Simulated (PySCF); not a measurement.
**Frequency calculation of CuCl₃**

The run: frequency calculation of CuCl₃. Method and program: RKS-based PBE0, Cu def2-TZVP, Cl def2-TZVP; non-relativistic Hamiltonian; density fitting (PySCF 2.14.0).

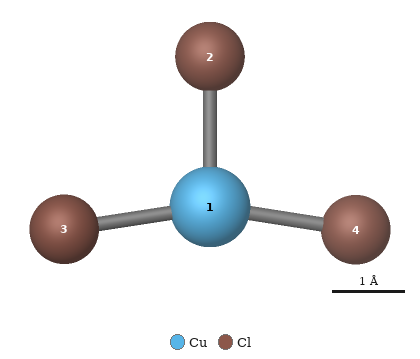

*The structure (ball-and-stick view, seen on its broad side; atoms are numbered from 1 in the order of the input). Sticks mark near contacts.*

## Results in brief

```json
{"quantity": "outcome", "value": "converged"}
{"quantity": "total energy", "value": "−3020.492907 hartree"}
{"quantity": "HOMO", "value": "−9.06 eV"}
{"quantity": "LUMO", "value": "−6.67 eV"}
{"quantity": "zero-point energy", "value": "0.003483 hartree"}
{"quantity": "dipole moment", "value": "0.68 D"}
{"quantity": "wavenumbers, lowest and highest", "value": "44 and 475 cm⁻¹"}
{"quantity": "hardware", "value": "4 threads of Intel Xeon (Granite Rapids), 32 GiB of memory available, shared host"}
{"quantity": "wall time", "value": "52 s (CPU time 2.7 min)"}
{"quantity": "peak memory", "value": "1.6 GiB"}
```

## The input
```python
from pyscf import gto, scf, dft
mol = gto.M(atom='''
Cu     0.000000     0.000000    -0.305084
Cl     0.000000     0.000000     1.791001
Cl     2.048326     0.000000    -0.621258
Cl    -2.048326     0.000000    -0.621258''',
    basis={'Cu': 'def2-TZVP', 'Cl': 'def2-TZVP'},
    charge=0, spin=0)
mf = dft.RKS(mol, xc='PBE0')
mf.grids.atom_grid = (75, 302)
aux = {'Cu': 'def2-universal-JKFIT', 'Cl': 'def2-universal-JKFIT'}
mf = mf.density_fit(auxbasis=aux)
mf.conv_tol = 1e-09
mf.diis_space = 10
mf.max_cycle = 60
mf.verbose = 4
mf.kernel()
```

The script is an equivalent of the set-up of the self-consistent field. The run itself was carried out by a driver, which started from the orbitals of the step before it where there was one and computed the further properties.

Launched with:
```bash
OMP_NUM_THREADS=4 python axn.py task.json out
```

## What the program printed
```
init E= -3020.49290680401
  HOMO = -0.332971566128083  LUMO = -0.245163330267449  gap/eV = 2.38938
cycle= 1 E= -3020.49290680342  delta_E= 5.9e-10  |g|= 7.68e-05  |ddm|= 3.96e-05
  HOMO = -0.332970934075066  LUMO = -0.245173308217126  gap/eV = 2.38910
cycle= 2 E= -3020.49290679309  delta_E= 1.03e-08  |g|= 0.000329  |ddm|= 0.000147
  HOMO = -0.332971477522905  LUMO = -0.245165190544942  gap/eV = 2.38933
cycle= 3 E= -3020.492906804  delta_E= -1.09e-08  |g|= 1.34e-05  |ddm|= 0.000113
  HOMO = -0.332971437606661  LUMO = -0.245165215175547  gap/eV = 2.38933
cycle= 4 E= -3020.49290680405  delta_E= -5.23e-11  |g|= 8.09e-07  |ddm|= 1.46e-05
  HOMO = -0.33297143718893  LUMO = -0.245165140625783  gap/eV = 2.38933
Extra cycle  E= -3020.49290680406  delta_E= -4.55e-12  |g|= 2.36e-06  |ddm|= 2.21e-06
converged SCF energy = -3020.49290680406
```

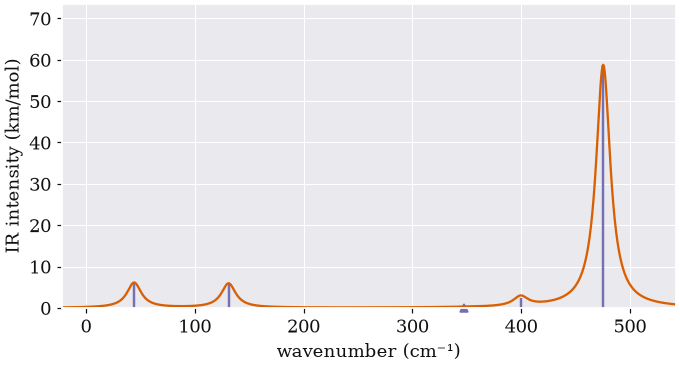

*Harmonic infrared spectrum, unscaled: sticks (degenerate modes added up, dark ones marked on the axis) with a Lorentzian envelope of 16 cm⁻¹ full width, scaled to the tallest stick.*

6 modes from 44 to 475 cm⁻¹, none imaginary. The strongest line is at 475 cm⁻¹ (59 km/mol). All modes, in cm⁻¹ (km/mol): 44 (6.1), 131 (0.6), 131 (5.2), 348 (0.0), 400 (2.4), 475 (59).

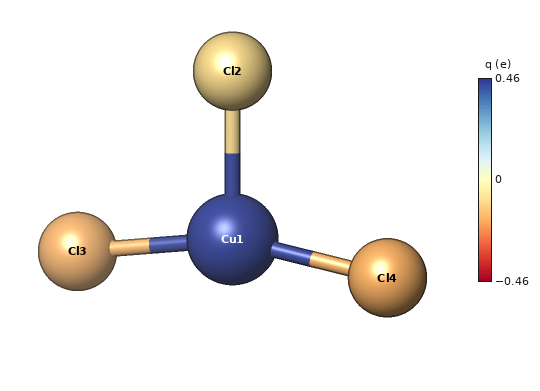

*Mulliken charges, as the colour of each atom (ball-and-stick view, seen at an oblique angle; atoms are numbered from 1 in the order of the input; Mulliken charges depend strongly on the basis).*

By element: Cu +0.44 and Cl −0.17 to −0.09 e.
